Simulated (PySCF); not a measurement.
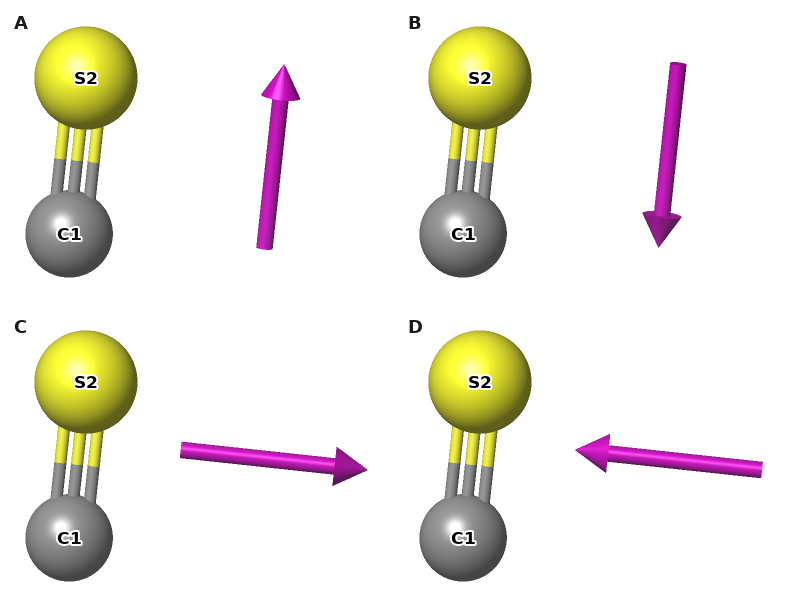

The same molecule four times, each with an arrow. Computed geometry: GFN2-xTB optimisation. No frequency run is at hand to confirm it as a minimum. Properties computed with PBE0/pcSseg-1, gas phase (PySCF 2.14.0).

### Which arrow points along the dipole moment, from the negative to the positive end?

A. The dipole moment is 1.80 D; it points from the side of C1 to the side of S2 (the outermost atoms at the two ends).
